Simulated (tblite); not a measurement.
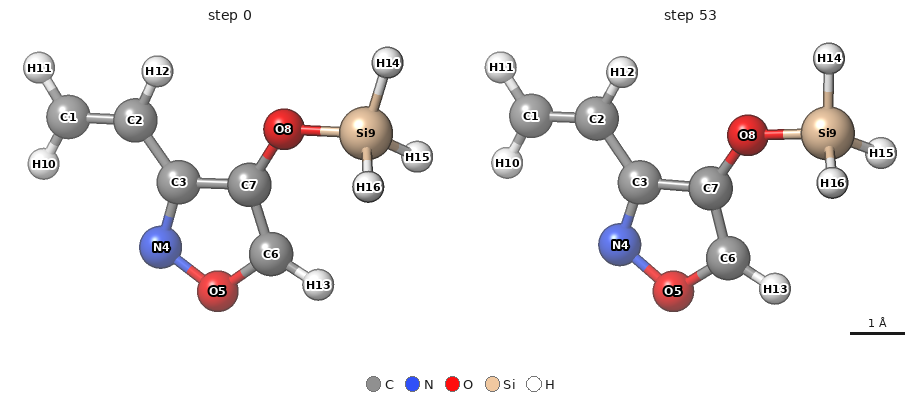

The structure of C5H7NO2Si before (left) and after (right) a relaxation, at one scale.

Style: ball-and-stick. Shown at a tilt.

All numbers below come from GFN2-xTB geometry optimisation, gas phase (tblite 0.8.0). 

> Describe what moved and what it gained.

The atom that moves furthest after the best rigid fit is H14 (0.38 Å). Largest moves by element: H 0.38 Å, O 0.13 Å, C 0.10 Å, N 0.05 Å, Si 0.04 Å. Among the contacts that change: C3–N4 1.352 → 1.313 Å, Si9–H16 1.498 → 1.463 Å, C2–C3 1.417 → 1.446 Å, Si9–H14 1.481 → 1.452 Å. Bond angles that change, for instance: O8–Si9–H14 110.1° → 98.0°, C7–O8–Si9 124.6° → 131.5°, H14–Si9–H16 109.3° → 114.3°. The energy falls by 23.2 kJ/mol in 53 geometry steps. Cost: 0.63 s on 1 thread of Arm Neoverse N1, with other jobs on the host.
